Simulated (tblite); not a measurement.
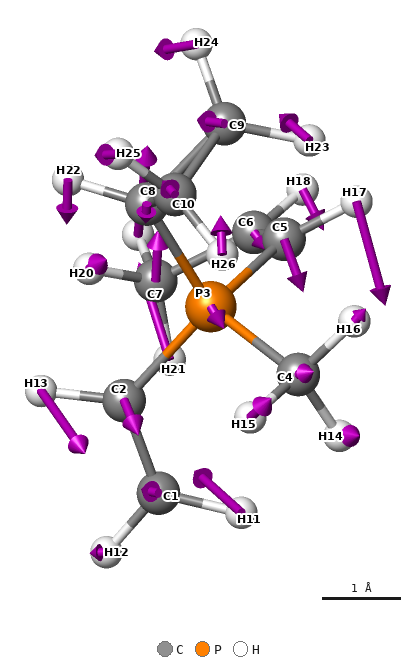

A relaxation of C9H16P (charge +1). The starting structure is drawn; purple arrows show the displacements, at their true length. The two geometries are superimposed by the best rigid fit.

Style: ball-and-stick. Shown from a free direction.

These are results of GFN2-xTB geometry optimisation, gas phase in tblite 0.8.0, not measurements. 

### Which element moves most?

Hydrogen: up to 1.62 Å, against 0.73 Å for carbon.

### What happened in the run?

After 259 geometry steps the energy has fallen by 75.3 kJ/mol. The largest move after the best rigid fit is that of an H atom, 1.62 Å. Largest moves by element: H 1.62 Å, C 0.73 Å, P 0.36 Å. Near-neighbour distances that change, for instance: C–P 1.752 → 1.801 Å, C–H 1.130 → 1.081 Å, C–C 1.354 → 1.324 Å, C–H 1.109 → 1.079 Å. Among the angles between lasting bonds that change: P–C–H 125.1° → 114.2°, C–P–C 104.7° → 113.1°, C–C–H 113.8° → 122.3°. Groups turn about C–P by about 65°, C–P by about 45°, C–C by about 45°. Cost: 2.8 s on 1 thread of Intel(R) Xeon(R) Platinum 8488C (shared host).
